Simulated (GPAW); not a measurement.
# Dielectric function and optical constants of VN2, part 2 of 2

Aim: the dielectric function of VN2, and the optical constants that follow from it.

GPAW 26.7.0; DFT, PBE, plane-wave PAW (GPAW data sets), scalar-relativistic, RPA, optical limit.

So far. Step 2 (Ground state): There are states at the Fermi level within the smearing, so the occupations stay smeared and the carriers get a Drude term.

### 4. Dielectric function, RPA

Local fields let the induced charge screen the field inside the cell, which as a rule lowers ε, most along directions where the density is uneven.

This step: DFT, PBE, plane-wave PAW (GPAW data sets), scalar-relativistic, RPA, optical limit (GPAW 26.7.0).

Contents of df.py:

```python
from gpaw.response.df import DielectricFunction

df = DielectricFunction('full.gpw', frequencies={'type': 'nonlinear', 'domega0': 0.03, 'omega2': 8},
                        ecut=50,
                        eta=0.2,
                        nbands=51,
                        rate=0.03,
                        txt='df.txt')
for direction in ['x', 'z']:
    df.get_dielectric_function(xc='RPA', direction=direction, filename=f'df_{direction}.csv')
```

Run with:

```console
> OMP_NUM_THREADS=1 python df.py
```

Output:

```text
Using integrator: PointIntegrator
NonLinearFrequencyDescriptor(from 0.000 to 96.040 eV, 537 points)
Nonperiodic BCs:  [False False False]
Using integrator: PointIntegrator
NonLinearFrequencyDescriptor(from 0.000 to 96.040 eV, 537 points)
Nonperiodic BCs:  [False False False]
Using integrator: PointIntegrator

Calculating chi0 body with:
    Ground state adapter containing:
    Number of spins: 2
    Number of kpoints: 1000
    Number of irreducible kpoints: 144
    Number of completely occupied states: 21
    Number of partially occupied states: 26

    Linear response parametrization:
    q_c: [0.0, 0.0, 0.0]
    Number of frequency points: 537
    Planewave cutoff: 50.0
    Number of bands: 51
    Number of planewaves: 43
    Broadening (eta): 0.2

Integrating chi0 body.

Symmetries of q_c:
    Direct symmetries (Uq -> q): 8
    Indirect symmetries (TUq -> q): 0
In total 8 allowed symmetries.

144 groups of equivalent kpoints. 85.6% reduction.

Integral kind: spectral function

Calculating chi0 optical extensions with:
    Ground state adapter containing:
    Number of spins: 2
    Number of kpoints: 1000
    Number of irreducible kpoints: 144
    Number of completely occupied states: 21
    Number of partially occupied states: 26

    Linear response parametrization:
    Number of frequency points: 537
    Planewave cutoff: 50.0
    Number of bands: 51
    Number of planewaves: 43
    Broadening (eta): 0.2
Integrating chi0 head and wings.

Symmetries of q_c:
    Direct symmetries (Uq -> q): 8
    Indirect symmetries (TUq -> q): 0
In total 8 allowed symmetries.

144 groups of equivalent kpoints. 85.6% reduction.

Integral kind: spectral function wings

Calculating drude chi0 with:
    Number of frequency points:537
    Plasma frequency decay rate: 0.03 eV

    Ground state adapter containing:
    Number of spins: 2
    Number of kpoints: 1000
    Number of irreducible kpoints: 144
    Number of completely occupied states: 21
    Number of partially occupied states: 26

Symmetries of q_c:
    Direct symmetries (Uq -> q): 8
    Indirect symmetries (TUq -> q): 0
In total 8 allowed symmetries.

144 groups of equivalent kpoints. 85.6% reduction.

Integral kind: intraband
Plasma frequency:
[[2.19+0.j 0.  +0.j 0.  +0.j]
 [0.  +0.j 2.19+0.j 0.  +0.j]
 [0.  +0.j 0.  +0.j 4.79+0.j]]
```

The job ended after 2 min (1 thread of Arm Neoverse N1, shared host; peak memory 0.3 GiB).

Some rows of df_x.csv (energy; Re and Im without local fields; Re and Im with them):

```text
0.000000, 5378.193777, 0.000000, 5377.864908, 0.000000
0.555532, 5.266468, 9.790015, 4.969344, 9.702359
1.143969, 12.416472, 9.853247, 12.189016, 9.614907
1.768324, 13.823528, 7.913298, 13.594552, 7.740152
2.431988, 15.035010, 12.681201, 14.825921, 12.225246
3.138794, 10.974430, 16.367426, 11.156210, 15.741380
3.893091, 3.694955, 16.326258, 4.311179, 15.988981
4.699832, 0.063169, 11.951655, 0.655677, 12.364697
5.564682, 0.293861, 10.012676, 0.586855, 10.491476
6.494155, -2.305586, 8.174464, -2.493866, 8.784816
7.495775, -1.487661, 5.254160, -1.753660, 5.476847
8.578281, -1.432497, 3.818929, -1.883422, 4.128045
9.751884, -0.818668, 2.381773, -1.278516, 2.478073
11.028587, 0.647098, 1.632790, 0.040985, 1.666159
12.422601, 2.860049, 3.499209, 1.758786, 2.603554
13.950874, -0.489518, 3.229023, -0.242096, 2.867086
15.633783, -0.332545, 1.979211, -0.306088, 1.794825
17.496047, -0.605361, 1.838073, 0.158877, 1.525026
19.567954, 0.311822, 1.369869, 0.415052, 1.345395
```

Sum at mesh points, not converged in k. The Im ε by photon energy; read off at these points:

```tsv
photon energy (eV)	E ∥ x	E ∥ z
1.0	10.2	22.8
2.0	8.36	10.4
3.0	15.1	12.6
3.5	17.2	13.8
4.0	15.8	11.9
5.0	10.6	8.52
6.0	10.6	8.74
7.0	6.33	5.23
8.0	4.96	2.65
9.0	3.33	1.86
10.0	2.20	1.70
11.0	1.67	1.29
12.0	1.71	1.85
13.0	3.66	1.23
14.0	2.83	2.47
15.0	2.20	3.78
16.0	1.72	2.50
17.0	1.68	1.69
18.0	1.59	1.31
19.0	1.39	1.47
```

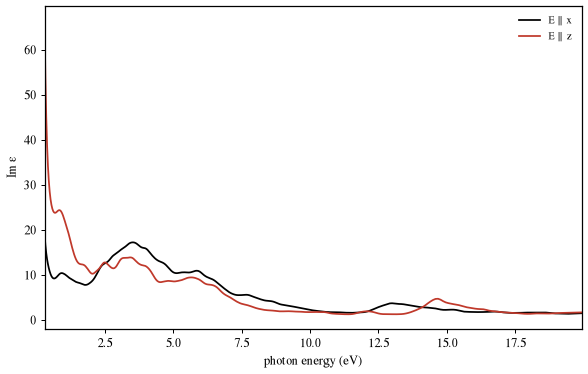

Im ε against photon energy.

Values under 1 per cm are given as 1; sum at mesh points, not converged in k. Absorption coefficient against photon energy:

```tsv
photon energy (eV)	E ∥ x (1/cm)	E ∥ z (1/cm)
1.01	1.4e5	4.1e5
1.99	2.1e5	4.0e5
3.02	5.9e5	6.2e5
3.98	1.0e6	9.8e5
4.98	1.1e6	1.0e6
6.02	1.5e6	1.4e6
6.99	1.6e6	1.6e6
8.03	1.6e6	1.4e6
9.02	1.5e6	1.1e6
10.03	1.3e6	9.4e5
11.03	1.0e6	7.7e5
12.02	8.0e5	9.0e5
13.00	1.6e6	6.4e5
14.04	1.8e6	1.0e6
14.96	1.7e6	2.1e6
16.03	1.5e6	2.0e6
16.96	1.6e6	1.7e6
18.05	1.5e6	1.4e6
18.97	1.5e6	1.4e6
```

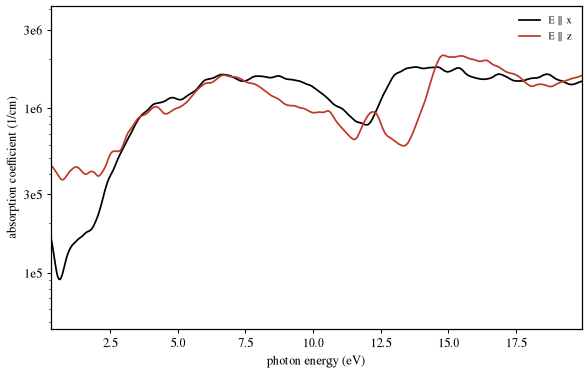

Absorption coefficient against photon energy.

The loss function −Im 1/ε at q → 0 has structure finer than the step of the table below, so its rows give means over 2 eV, whole bins alone (the curve runs from 0.305 to 19.9 eV). Peaks (eV: height): E ∥ x 11.3: 0.618, 19.3: 0.716; E ∥ z 10.9: 0.724, 12.5: 0.551, 17.9: 0.756.

Sum at mesh points, not converged in k. The loss function −Im 1/ε at q → 0 by energy loss; means over each step:

```tsv
energy loss (eV)	E ∥ x	E ∥ z
2	0.0345	0.0702
4	0.0628	0.0906
6	0.101	0.115
8	0.179	0.257
10	0.396	0.580
12	0.408	0.500
14	0.347	0.216
16	0.538	0.393
18	0.634	0.675
```

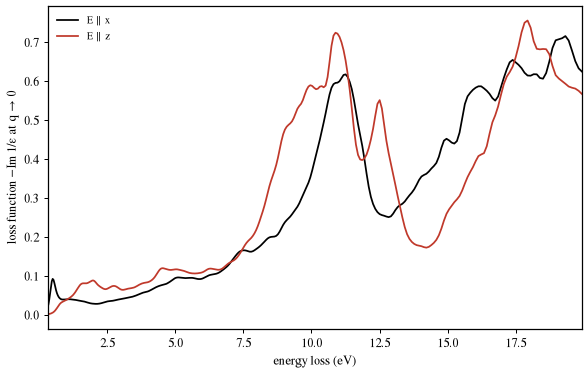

Loss function −Im 1/ε at q → 0 against energy loss.

The reflectivity at normal incidence has structure finer than the step of the table below, so its rows give means over 2 eV, whole bins alone (the curve runs from 0.305 to 19.9 eV). Peaks (eV: height): E ∥ x 4.1: 46.7, 6.7: 47.9, 14.7: 26.2; E ∥ z 4.1: 45.3, 7.3: 51.5, 15.5: 27.7.

Sum at mesh points, not converged in k. The reflectivity at normal incidence by photon energy; means over each step:

```tsv
photon energy (eV)	E ∥ x (%)	E ∥ z (%)
2	39.7	44.9
4	45.3	42.4
6	44.6	44.2
8	42.3	44.6
10	32.8	20.8
12	13.7	8.72
14	24.9	14.9
16	21.0	26.3
18	16.1	16.1
```

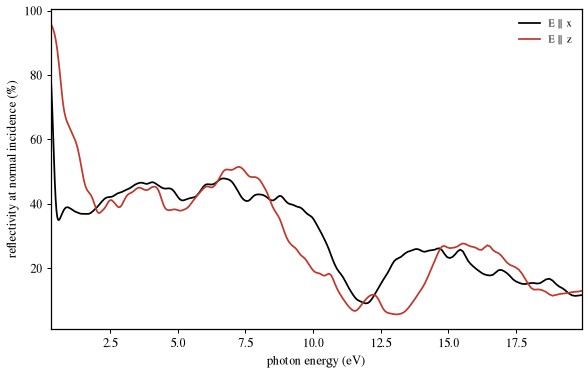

Reflectivity at normal incidence, plotted against photon energy.

The Im ε, E ∥ x has structure finer than the step of the table below, so its rows give means over 1 eV, whole bins alone (the curve runs from 0.305 to 19.9 eV). Peaks (eV: height): without local fields 3.5: 17.7, 12.9: 5.06; with local fields 3.5: 17.2, 13.0: 3.66.

Sum at mesh points, not converged in k. Im ε, E ∥ x against photon energy; means over each step:

```tsv
photon energy (eV)	without local fields	with local fields
1	9.67	9.50
2	9.52	9.26
3	15.6	15.0
4	15.6	15.4
5	10.8	11.2
6	9.49	10.1
7	6.22	6.61
8	4.63	4.93
9	3.24	3.43
10	2.15	2.23
11	1.65	1.65
12	2.27	1.90
13	4.57	3.41
14	3.31	2.90
15	2.50	2.25
16	2.10	1.75
17	2.24	1.67
18	1.47	1.58
19	1.32	1.43
```

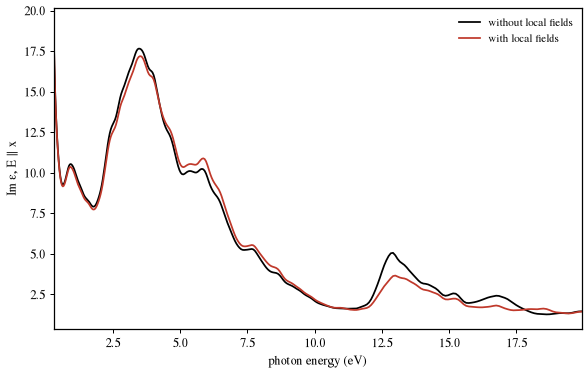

Im ε, E ∥ x, plotted against photon energy.

From ε follow the optical constants at some laser and lamp lines:

```tsv
wavelength (nm)	n x	k x	R (%) x	1/α x	n z	k z	R (%) z	1/α z
1550	3.73	1.320	38.1	93 nm	2.64	4.593	69.3	27 nm
1064	3.72	1.278	37.8	66 nm	2.64	3.688	60.7	23 nm
532	4.17	1.375	41.7	31 nm	3.08	1.879	39.0	23 nm
405	3.94	1.954	44.2	16 nm	3.16	2.089	41.7	15 nm
308	3.10	2.535	46.6	9.7 nm	2.43	2.432	45.0	10 nm
248	2.35	2.245	42.2	8.8 nm	2.14	1.988	38.0	9.9 nm
193	1.87	2.404	46.6	6.4 nm	1.67	2.305	46.3	6.7 nm
```

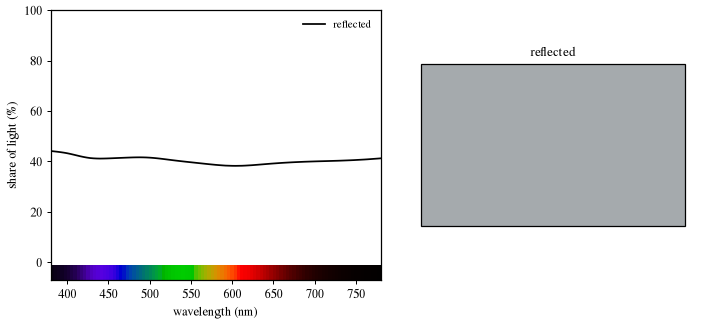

Light reflected across the visible range, with the colour that it makes of daylight (sRGB).

In reflection the computed colour is grey: x = 0.306, y = 0.325, luminous reflectivity 40 %.

### 5. Summary of results

What this shows: At this level (PBE, RPA) VN2 is a metal. The mesh is too coarse to trust the carriers' weight, the reflectivity or the colour to better than tens of per cent. In reflection the computed colour is grey: x = 0.306, y = 0.325, luminous reflectivity 40 %. The carriers' damping of 0.03 eV is typed, not computed; it shapes the response at the lowest energies. The magnetic state comes from one start and need not be the lowest. In this version of GPAW the matrix elements of the optical limit are incomplete, which can lower ε − 1 by up to a tenth where first-row anions or d states rule, and shift it by more in d metals. GPAW's carrier term has the form −ωp²/(ω + i·rate)², which damps like twice the rate and fails at low energy, so the curves leave the lowest energies out. The sum runs over mesh points 0.21 Å⁻¹ apart with no interpolation, so peaks are partly noise of the mesh, and the Drude plasma energy, a sum over the Fermi surface, isn't converged.

[Machine, clock and banner lines and Python warnings are left out of the logs.]

[Logs are printed without paths, hosts, clocks, repeated set-up lines and the standing remarks that a program may print on its own settings, such as how far it seeks lower states.]

[Hosts, paths, dates, database ids (printed as entryN), source tags and the programs' standing remarks are cut or masked in the printed files.]
